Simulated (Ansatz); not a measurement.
# FeNi2: what a guessed cell relaxes into, part 2 of 2

Aim: relax a trial structure of FeNi2 and see where it ends.

Ansatz 0.2.0; DFT PBE, scalar-relativistic, plane waves, PAW. Earlier steps stand in the parts before.

**4. Final relaxation**

The end of the coarse run is made exact in the group found at a tolerance of 0.06 Å and reduced to its primitive cell.

input.yaml reads:

```yaml
crystal:
  lattice:
    - [0.0, 2.7067593107, 2.7067593107]
    - [2.7067593107, 0.0, 2.7067593107]
    - [2.7067593107, 2.7067593107, 0.0]
  atoms:
    - { symbol: Fe, position: [0.0, 0.0, 0.0], spin: 2.98 }
    - { symbol: Ni, position: [0.25, 0.25, 0.25], spin: 0.84 }
    - { symbol: Ni, position: [0.75, 0.75, 0.75], spin: 0.84 }
basis:
  ecutwfc: 420
kpoints:
  mp_grid: { grid: [14, 14, 14] }
hamiltonian:
  xc: pbe
scf:
  occupations: { method: gaussian, width: 0.1 }
output:
  forces: true
  stress: true
  eigenvalues: true
  populations: true
  write_density: true
  write_potential: true
  elf: true
  volumetric_format: npy
magnetization:
  spin_polarized: true
relax:
  adjacent_minimum: "off"
  f_tol: 0.01
  max_steps: 80
  cell: { stress_tol: 0.05 }
```

Command:

```console
> ansatz run input.yaml --threads 1 --pin off --max-ram 2560MiB --backend cpu --events-out ev --progress --plain --runs-dir out
```

The program printed, cut to the lines that bear on the results:

```text
Warning: RAYON_NUM_THREADS=1 ignored (pool sized by the plan → 1); use --threads N
[...]
Pseudopotentials: kind: paw
Pseudopotential: Fe, paw, valence charge 16, recommended cutoff 420 eV (normal), Fe.paw.azcp
Pseudopotential: Ni, paw, valence charge 18, recommended cutoff 420 eV (normal), Ni.paw.azcp
Functional definition: PBE
[...]
Crystal: 3 atoms, lattice volume = 39.662 Å³
Basis set: ecut = 420 eV, 749 PW (Γ), exchange–correlation on 54×54×54 points (8 copies of the dense FFT grid, shifted against one another)
Bands: 34, of which v1, the nominal top of the filled ones, is band 26 counted from 1 (25 counted from 0)
Symmetry: 48 space group operations
Space group: Fm-3m (ITA 225), of the structure as read, at distance tolerance 3.4e-5 Å
Magnetic group: BNS 225.116 (UNI 1618), of the structure as read, at distance tolerance 3.4e-5 Å
k-points: 104 of 2744
[...]
Starting moments: Σ|m| = 4.66 μB on 3 of 3 sites
[...]
  P = ⅓ Tr σ = 0.0335 GPa (0.335 kbar)
--- Band table (eV; the first three rows and the last of 208) ---
[...]
--- Relaxed structure (2 steps of the walk, 2 accepted, 1 SCFs on fresh bases) ---
  F+E_penalty+E_count = -16158.79829143 eV   max|allowed force component| = 1.295e-16 eV/Å   (the final SCF, on the basis selected at the relaxed cell)
  cell:  # Å, volume = 39.6721 Å³
    - [-3.184607520559744e-36, 2.7069810075888894, 2.7069810075888894]
    - [2.7069810075888894, -9.55382256167923e-35, 2.7069810075888894]
    - [2.7069810075888894, 2.7069810075888894, -1.1146126321959103e-34]
  atoms:
    - { symbol: Fe, position: [-1.8529325986548006e-36, 4.817624756502481e-36, 2.0999902784754404e-36] }
    - { symbol: Ni, position: [0.24999999999999997, 0.24999999999999997, 0.24999999999999997] }
    - { symbol: Ni, position: [0.7499999999999999, 0.7499999999999999, 0.7499999999999999] }
--- Löwdin populations: 3 sites ---
  site symbol       q [e]    m [muB]
     0     Fe     15.7486     2.8127
     1     Ni     17.8189     0.7301
     2     Ni     17.8189     0.7301
  spilling = 0.011800 (of n_electrons = 52.000000)
```

Run time: 57 s. Hardware: 1 thread of Arm Neoverse V2, shared host; peak memory 0.5 GiB.

The steps of the relaxation:

```csv
step,E - E(step 1) (eV/cell),largest force component (eV/Å),pressure (GPa),volume (Å³)
1,0.0000,0.0000,0.07,39.66
2,0.0000,0.0000,0.03,39.67
3,0.0000,0.0000,0.03,39.67
```

Step 1 is the start. Step 3 repeats the geometry before it on a plane-wave basis chosen anew for that cell, so its energy need not be comparable with the rows above.

Lengths and angles in the start's conventional setting:

|  | before | after | change |
| --- | --- | --- | --- |
| a (Å) | 5.414 | 5.414 | 0.0 % |
| b (Å) | 5.414 | 5.414 | 0.0 % |
| c (Å) | 5.414 | 5.414 | 0.0 % |
| volume (Å³/atom) | 13.22 | 13.22 | 0.0 % |
| shortest distance (Å) | 2.344 | 2.344 | 0.0 % |
| space group (0.01 Å) | Fm-3m | Fm-3m | same |

The run keeps the 48 symmetry operations of the start, so it could not have lowered the symmetry.

By site:

```csv
atom,moment in the atom's sphere (μB),Löwdin electrons
Fe1,2.72,15.75
Ni2,0.77,17.82
Ni3,0.77,17.82
```

The Löwdin counts miss 0.61 of the 52 electrons, which the atomic orbitals do not span, so they are no charges.

The maps below are laid out on this run's own conventional cell (a, b, c = 5.414, 5.414, 5.414 Å).

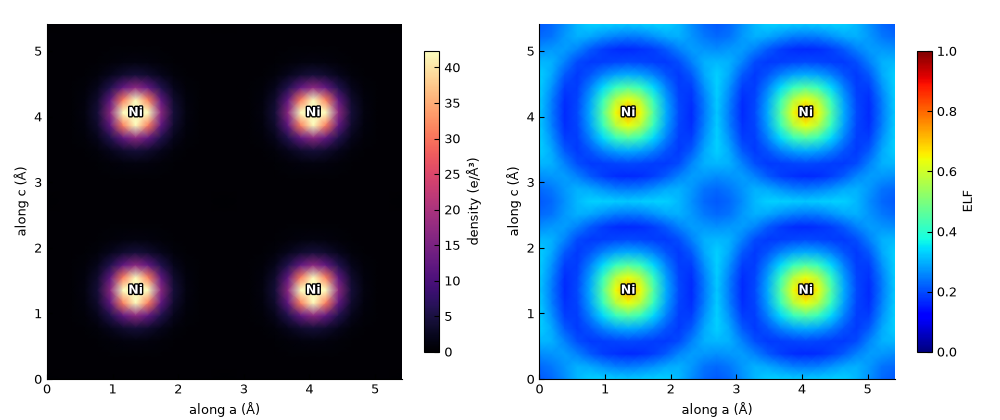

Density (left) and ELF (right) in a lattice plane of the grid's cell (edges 5.41 and 5.41 Å, at 0.250 of the third edge), which holds Ni. Only atoms in the plane are labelled; the density scale stops at 42.30 e/Å³. Both are smooth fields of the valence electrons: close to the nuclei they are not physical.

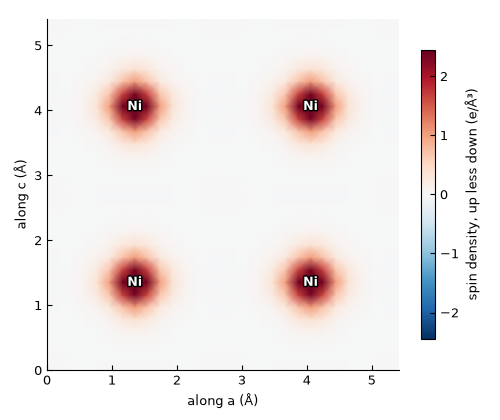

Spin density in a lattice plane of the grid's cell (edges 5.41 and 5.41 Å, at 0.250 of the third edge), which holds Ni.

**5. Changed: ecutrho_ratio 4, eigensolver.kind davidson, n_extra_bands 32**

input.yaml reads:

```yaml
crystal:
  lattice:
    - [0.0, 2.7069810076, 2.7069810076]
    - [2.7069810076, 0.0, 2.7069810076]
    - [2.7069810076, 2.7069810076, 0.0]
  atoms:
    - { symbol: Fe, position: [0.0, 0.0, 0.0], spin: 2.98 }
    - { symbol: Ni, position: [0.25, 0.25, 0.25], spin: 0.84 }
    - { symbol: Ni, position: [0.75, 0.75, 0.75], spin: 0.84 }
basis:
  ecutwfc: 420
  ecutrho_ratio: 4
kpoints:
  mp_grid: { grid: [14, 14, 14] }
hamiltonian:
  xc: pbe
scf:
  occupations: { method: gaussian, width: 0.1 }
  eigensolver: { kind: davidson }
  n_extra_bands: 32
output:
  forces: true
  eigenvalues: true
  stress: true
magnetization:
  spin_polarized: true
```

Command:

```console
> ansatz run input.yaml --threads 1 --pin off --max-ram 2560MiB --backend cpu --events-out ev --progress --plain --runs-dir out
```

The program printed, cut to the lines that bear on the results:

```text
Warning: RAYON_NUM_THREADS=1 ignored (pool sized by the plan → 1); use --threads N
scf.n_extra_bands = 32 over 26 filled bands (N_el = 52.0): the run solves 58 bands
[...]
[... 4 set-up lines as earlier in the session ...]
[...]
Crystal: 3 atoms, lattice volume = 39.672 Å³
Basis set: ecut = 420 eV, 749 PW (Γ), exchange–correlation on 54×54×54 points (8 copies of the dense FFT grid, shifted against one another)
Bands: 58, of which v1, the nominal top of the filled ones, is band 26 counted from 1 (25 counted from 0)
[... 2 set-up lines as earlier in the session ...]
Magnetic group: BNS 225.116 (UNI 1618), of the structure as read, at distance tolerance 3.4e-5 Å
[...]
SCF converged after 14 iterations
Magnetization: 4.1220 μB (28.0610 up, 23.9390 down)
Absolute magnetization: 4.5642 μB (∫|ρ↑−ρ↓|, with the PAW one-centre terms)
Spin contamination: 0.1123 ħ² per cell (⟨S²⟩ above its minimum at these occupations)
Per-site moments (μB) at R_I (Å): [(2.719098751428409, 0.9670296570592335), (0.7701074740593811, 0.9670296570592337), (0.7701074740593806, 0.9670296570592335)]
Free energy (F): -16158.798291 eV
[...]
E sigma→0 (E₀):  -16158.794784 eV
Entropy (-TS):   -0.007015 eV (-2.338 meV/atom)
Fermi energy:    14.737892 eV
[...]
--- Forces (eV/Å), atoms counted from 1 ---
  atom   1  Fe    -0.00000000     0.00000000    -0.00000000
  atom   2  Ni     0.00000000    -0.00000000     0.00000000
  atom   3  Ni     0.00000000    -0.00000000     0.00000000
[...]
--- Stress (GPa, compression-positive) ---
        0.033623       0.000000       0.000000
        0.000000       0.033623       0.000000
       -0.000000      -0.000000       0.033623
  P = ⅓ Tr σ = 0.0336 GPa (0.336 kbar)
--- Band table (eV; the first three rows and the last of 208) ---
[...]
```

It took 52 s on 1 thread of Arm Neoverse V2, shared host; peak memory 0.56 GiB.

| run | ending | energy change | pressure (GPa) | gap (eV) | abs. moment (μB) | force (eV/Å) | cycles | time |
| --- | --- | --- | --- | --- | --- | --- | --- | --- |
| step 4 | converged | 0 | 0.0 | 0.00 | 4.56 | 0.00 | - | 57 s |
| variant | converged | 0.0 meV/atom | 0.0 | 0.00 | 4.56 | 0.00 | 14 | 52 s |

The changed solver and band count doesn't alter the result here (within 0.5 meV/atom).

**6. Outcome**

What follows sums up all 2 parts. Changes of volume or cell count from the first structure of part 1.

```
                              quantity                                                                      value
symmetry at the end (tolerance 0.05 Å)                                                space group Fm-3m (No. 225)
                     conventional cell  a = 5.414 Å, b = 5.414 Å, c = 5.414 Å, α = 90.00°, β = 90.00°, γ = 90.00°
                                volume                                                              13.22 Å³/atom
              energy over the elements                                                              +0.38 eV/atom
                       gap on the mesh                                                               none (metal)
                          total moment                                                               4.12 μB/cell
```

The space group Fm-3m (No. 225) is kept, and the volume per atom grows by 29.8 % from the first guess. With a positive formation energy it can't be a ground state. No finished test with a distortion of lower symmetry is shown, so the end may be a saddle point. Other magnetic orders were not searched.
